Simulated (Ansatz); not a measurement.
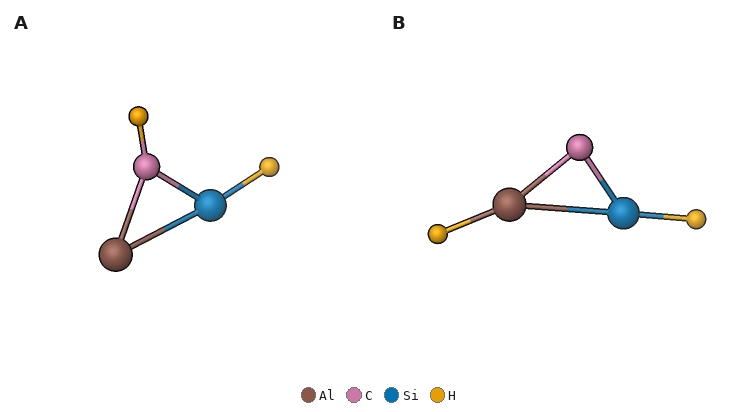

2 stationary structures of one formula. The species is neutral and a spin doublet. Geometries: PBE-D4/def2-SVP. Electronic energies: PBE-D4/def2-SVP (Ansatz 0.2.0), without zero-point energy. No frequency run is at hand to confirm each as a minimum.

Question: Which is lowest in energy, and by how much?

Answer: A is lowest (Cs); B lies 126.1 kJ/mol above it (Cs).
